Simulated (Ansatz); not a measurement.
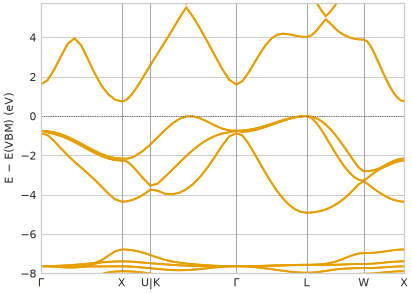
Band structure from r²SCAN with spin–orbit coupling in the plane-wave PAW code Ansatz

Problem. Read off the gap and where the band edges lie.

Solution. About 0.7 eV (0.74 eV by a search for the band edges); maximum at L, minimum at X.

The material is CdS (rock salt, space group No. 225).

Space group Fm-3m (rock salt). This is a known high-pressure phase of the composition, computed here at zero pressure and temperature. The r²SCAN relaxation kept the symmetry of its start; phonons on a q-mesh show no instability.

Potentials: the later of the program's two PAW sets.
